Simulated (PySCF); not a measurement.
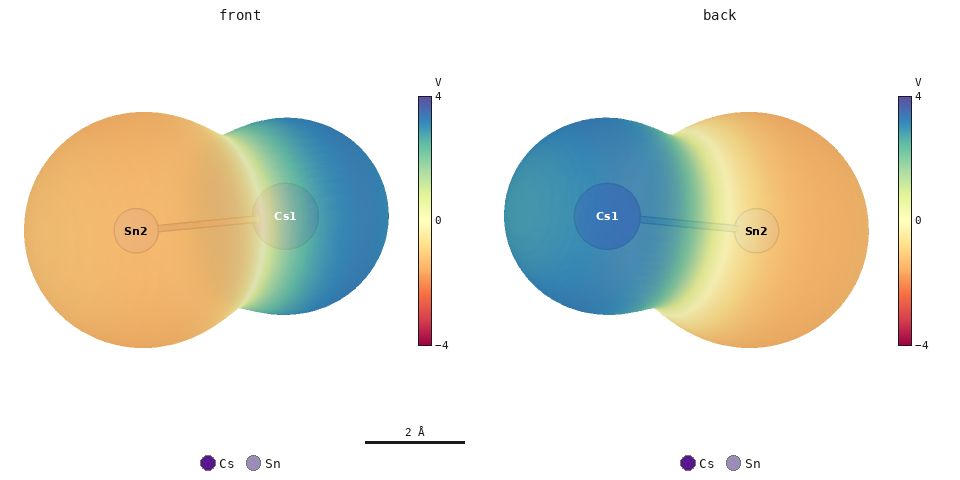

CsSn (quartet). The molecular electrostatic potential painted on the density surface at 0.002 e/bohr³, seen from the front and from behind; the colour scale runs from red (negative) to blue (positive).

Core potentials replace the inner electrons of Cs and Sn.

Method: PBE0/def2-SVPD, non-relativistic Hamiltonian with scalar-relativistic core potentials where named, at a bond length of 3.595 Å (PySCF 2.14.0).

```xyz
2

Cs    0.0000    0.0000   -1.7050
Sn    0.0000    0.0000    1.8900
```

Q: Describe the electrostatic potential map.

A: The most negative region (about −1.5 V) lies over Sn2, the most positive (about +3.3 V) over Cs1.
